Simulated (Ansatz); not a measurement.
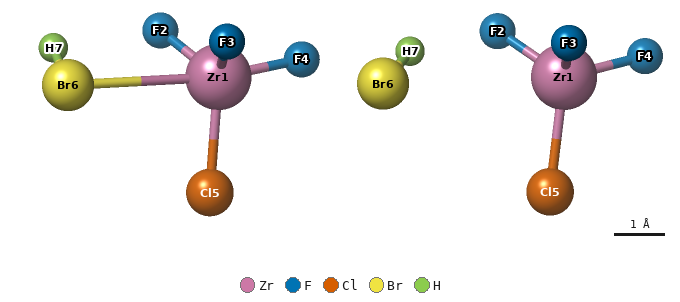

Two geometries of ZrHBrClF3, drawn at one scale. One is the start of a relaxation, the other its converged end. Style: ball-and-stick. Shown at a tilt.

All numbers below come from RKS PBE/def2-SVP (Ansatz 0.2.0). Settings: no spin polarisation; force threshold 0.03 eV/Å; at most 50 steps.

> Which one is relaxed?

The left one is the relaxed one. The run prepares an end point of a later path (reaction) calculation, from a guessed geometry. The atom that moves furthest after the best rigid fit is Br6 (0.51 Å). By element the largest moves are Br 0.51 Å, H 0.35 Å, F 0.14 Å, Zr 0.12 Å, Cl 0.03 Å. Some distances before and after: Zr1–Br6 3.898 → 3.278 Å, Zr1–H7 3.187 → 3.422 Å, Br6–H7 1.507 → 1.440 Å, Zr1–F2 1.955 → 1.923 Å. Bond angles that change, for instance: F4–Zr1–Cl5 109.0° → 104.1°, F2–Zr1–F3 111.4° → 115.8°, F3–Zr1–F4 106.4° → 102.7°. After 9 accepted moves (10 points after the start) the energy has fallen by 11.4 kJ/mol. The largest force component goes from 1.1 to 0.015 eV/Å. The line search rejected the trial step at point 9 of the run. The run took 19 s on 4 threads of Arm Neoverse V2, with other jobs on the host, peak memory 0.2 GiB.
